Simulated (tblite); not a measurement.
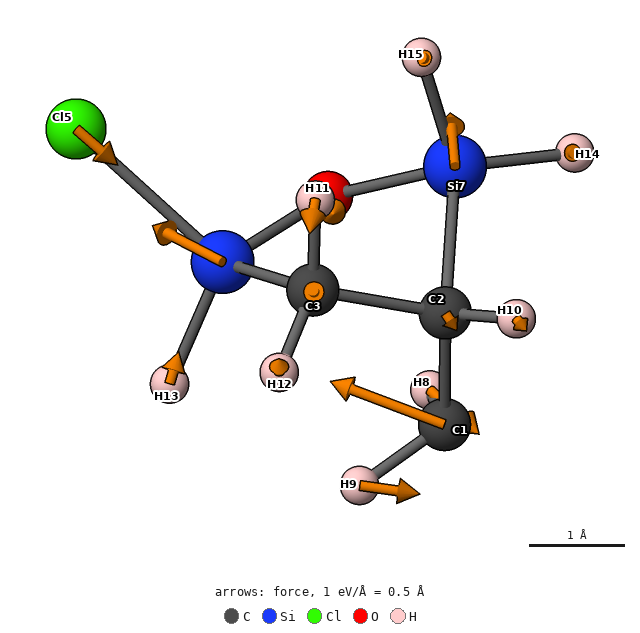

Starting geometry of C3H8ClOSi2 (multiplicity 2) with the computed forces as orange arrows. A ball-and-stick model, seen face on.

Computed with GFN2-xTB geometry optimisation, gas phase in tblite. 

Is this structure relaxed? If not, where do the atoms go?

It isn't relaxed: the largest force vector, on the O atom, is 2.90 eV/Å. The final displacements follow the starting forces only in part (cosine between the two patterns 0.34). After 84 geometry steps the energy has fallen by 39.7 kcal/mol. An H atom moves most after the best rigid fit: 1.83 Å. By element the largest moves are H 1.83 Å, O 0.57 Å, Cl 0.44 Å, Si 0.36 Å, C 0.24 Å. Among the contacts that change: C–Si 2.895 → 3.355 Å, Cl–Si 2.100 → 2.000 Å, O–Si 1.733 → 1.637 Å, C–Si 1.866 → 1.958 Å. Among the angles between lasting bonds that change: Si–O–Si 99.9° → 120.1°, H–C–H 104.5° → 118.5°, C–C–H 109.4° → 120.6°.
